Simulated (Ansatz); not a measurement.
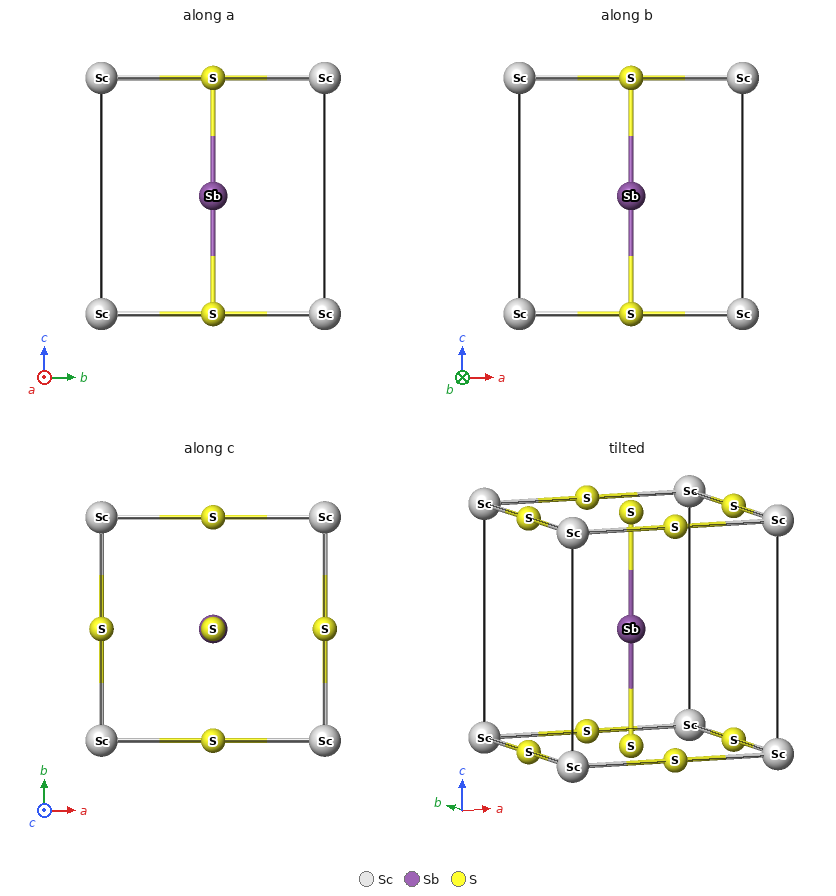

Shown here is a ball-and-stick view of the crystal, taken along the a axis, along the b axis, along the c axis and slightly off an axis. The frame is the conventional unit cell; atoms at its boundary are shown with their periodic copies.

Lattice parameters: a = 5.076 Å, b = 5.076 Å, c = 5.366 Å, α = 90.00°, β = 90.00°, γ = 90.00°. Put a along x and b in the xy plane.

Write the structure as a POSCAR file.

Answer.
```
Sc Sb S
1.0
     5.076    0.000    0.000
     0.000    5.076    0.000
     0.000    0.000    5.366
Sc Sb S
1 1 3
Direct
  0.0000 0.0000 0.0000
  0.5000 0.5000 0.5000
  0.0000 0.5000 0.0000
  0.5000 0.0000 0.0000
  0.5000 0.5000 0.0000
```

The structure was taken from a random cell made by a generator, so it need not be a real form of the compound. The picture shows the end point of a geometry optimisation with Ansatz, DFT PBE, scalar-relativistic, plane waves, PAW.
